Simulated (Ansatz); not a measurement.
## How methods differ on AlH5O (Al(H2O)H3)

The species is AlH5O (7 atoms), meant as a singlet with charge 0. As SMILES, `[H][Al]([H])([H])<-[OH2]`. The shape comes from GFN2-xTB, which is rough for such elements, and wasn't checked as a minimum.

| atom | x (Å) | y (Å) | z (Å) |
| --- | --- | --- | --- |
| Al | 0.0382 | -0.0633 | -0.8780 |
| O | -0.0249 | 0.0381 | 1.0091 |
| H | -0.7347 | -0.3195 | 1.5558 |
| H | 0.5880 | 0.5682 | 1.5313 |
| H | 1.6072 | -0.0401 | -0.9784 |
| H | -0.7357 | 1.2458 | -1.2695 |
| H | -0.7379 | -1.4292 | -0.9703 |

Quantity: the energy change with the Al1–H5 bond stretched from 1.572 to 2.359 Å, in eV. The values are calculated.

```csv
level,kind,program,value (eV),less FCI/STO-3G,CPU time (all runs)
HF/STO-3G (restricted),Hartree–Fock,Ansatz,4.12,+0.83,0.16 s
revPBE/STO-3G (restricted),GGA,Ansatz,2.96,-0.33,2.1 s
PBE0/STO-3G (restricted),global hybrid,Ansatz,3.36,+0.07,2.1 s
r2SCAN0/STO-3G (restricted),hybrid meta-GGA,Ansatz,3.49,+0.20,4.7 s
RPA@PBE/STO-3G (restricted),RPA,Ansatz,3.19,-0.10,3.1 s
CCSD/STO-3G (restricted),coupled cluster or CI,Ansatz,3.31,+0.02,0.24 s
CCSDT/STO-3G (restricted),coupled cluster or CI,Ansatz,3.29,0.00,0.45 s
FCI/STO-3G,exact in the basis,Ansatz,3.29,0.00,21 s
```

FCI/STO-3G is exact within its basis and frozen core, so for wave-function methods in that basis the difference is their error; functionals converge differently with the basis, so for them it is only a difference. A spin-restricted reference rises too steeply as a bond breaks; here HF/STO-3G lie well above the multireference or unrestricted value. The first shape isn't each level's own minimum. The values span 2.96 to 4.12 eV. All rows use very small basis sets, so none should be taken for the real molecule's value. In so small a basis fixed costs decide the times, and correlated methods can beat functionals. CPU times are rough (shared hosts, several kinds of processor and program).

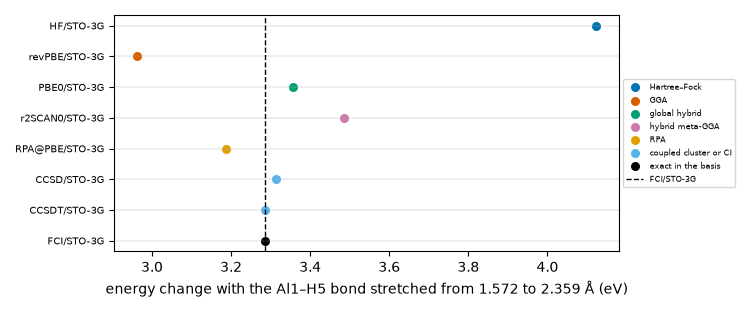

The values of the table, level by level.
